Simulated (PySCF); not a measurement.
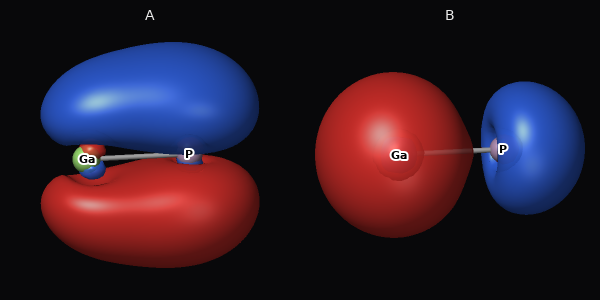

The picture shows: GaP (charge −1, doublet). Two frontier β-spin orbitals, each drawn at the value that holds 80 % of its norm (red and blue are the two phases), in no order; of a degenerate pair one member is drawn.

These are results of PBE0/def2-TZVPPD, non-relativistic Hamiltonian with scalar-relativistic core potentials where named, at a bond length of 2.134 Å (PySCF 2.14.0), not measurements.

**Label each orbital by symmetry, say whether it is occupied, and order them by energy.**

Orbital B: σ, occupied in this spin, −3.51 eV; shared between the atoms (Ga 65 %, P 35 %).
Orbital A: π, occupied in this spin, −0.27 eV; bonding, with no node between the atoms.
